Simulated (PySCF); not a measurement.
```json
{"atom": "F", "x (Å)": "2.9486", "y (Å)": "0.3780", "z (Å)": "-0.2335"}
{"atom": "B", "x (Å)": "1.8068", "y (Å)": "-0.2654", "z (Å)": "-0.2717"}
{"atom": "Si", "x (Å)": "0.1320", "y (Å)": "0.7923", "z (Å)": "-0.1923"}
{"atom": "C", "x (Å)": "-1.3234", "y (Å)": "-0.4120", "z (Å)": "0.3191"}
{"atom": "F", "x (Å)": "-1.1064", "y (Å)": "-0.9937", "z (Å)": "1.5204"}
{"atom": "F", "x (Å)": "-1.4695", "y (Å)": "-1.4272", "z (Å)": "-0.5609"}
{"atom": "F", "x (Å)": "-2.5256", "y (Å)": "0.1841", "z (Å)": "0.4051"}
{"atom": "H", "x (Å)": "1.9055", "y (Å)": "-1.4349", "z (Å)": "-0.3688"}
{"atom": "H", "x (Å)": "-0.3731", "y (Å)": "1.3349", "z (Å)": "-1.4609"}
{"atom": "H", "x (Å)": "0.0140", "y (Å)": "1.8485", "z (Å)": "0.8210"}
```

Geometry: GFN2-xTB.

Computed with PySCF, PBE0/def2-SVPD, SCF density, gas phase.

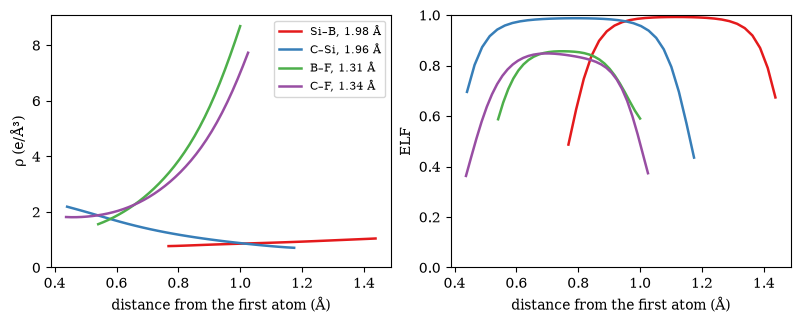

CH$_{3}$BF$_{4}$Si. Electron density and ELF along straight lines between neighbouring atoms. The curves leave out the atomic cores.

> Compare the contacts.

Si–B (1.98 Å): the density is about 0.85 e/Å³ at the midpoint; the ELF peaks at about 1 between the atoms, as expected for localised, covalent bonding.
C–Si (1.96 Å): ρ is about 0.9 e/Å³ halfway; the ELF peaks at about 1 between the atoms: a covalent bond.
B–F (1.31 Å): the density is about 2.2 e/Å³ at the midpoint; the ELF peaks at about 0.85 between the atoms: a polar covalent bond.
C–F (1.34 Å): ρ at the midpoint is about 2.3 e/Å³, with its minimum of 1.8 e/Å³ about 0.5 Å from C; the ELF peaks at about 0.85 between the atoms: a shared but strongly polarised pair.
